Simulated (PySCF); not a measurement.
BCl2(OMe) (CH3BCl2O).

Level of theory: BHandHLYP/6-31+G* (PySCF), at a geometry from GFN2-xTB. No frequency check shows the geometry to be a minimum. GFN2-xTB bond lengths at metals and heavier atoms can be off by up to 0.1 Å and shapes distorted, which carries into these values.

Cartesian coordinates (Å):

```
B1       0.1390   -0.1040   -0.0012
Cl2     -0.2547    1.6040    0.0002
Cl3      1.7961   -0.5986    0.0000
O4      -0.7739   -1.0578    0.0007
C5      -2.1829   -0.9082    0.0003
H6      -2.5781   -1.4977    0.8277
H7      -2.5616   -1.3010   -0.9435
H8      -2.4706    0.1388    0.1105
```

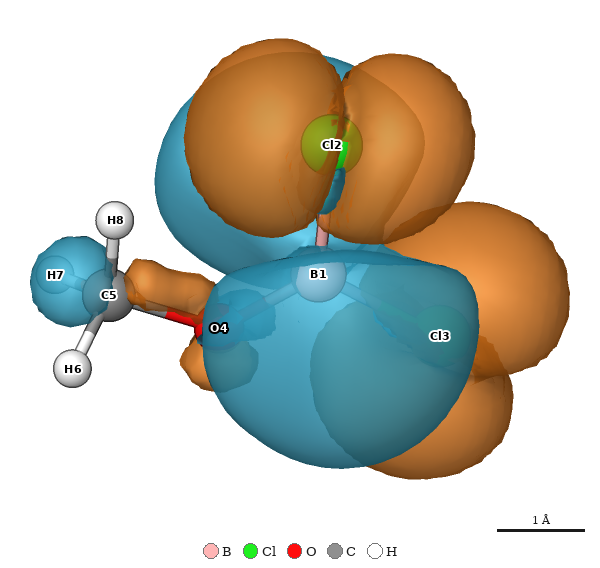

Unrelaxed difference density of S₂ less the ground state (TDA singlet states), ±0.005 e/Å³; light blue: gain, orange: loss.

How does the charge move on excitation?

0.86 e is displaced in all, largely into diffuse regions outside the molecule. The state: 8.41 eV (147 nm), f = 0.018, diffuse (Rydberg-like) orbital; the leading pair carries 94 %; hole on Cl3 (51 %) and Cl2 (42 %), electron on B1 (39 %), Cl2 (23 %) and Cl3 (20 %) (atom shares of so diffuse an orbital are rough); their centroids lie 0.5 Å apart.

Cost of the run: 3.2 min on 1 thread of Arm Neoverse V2, with other jobs on the host, peak memory 0.57 GiB.
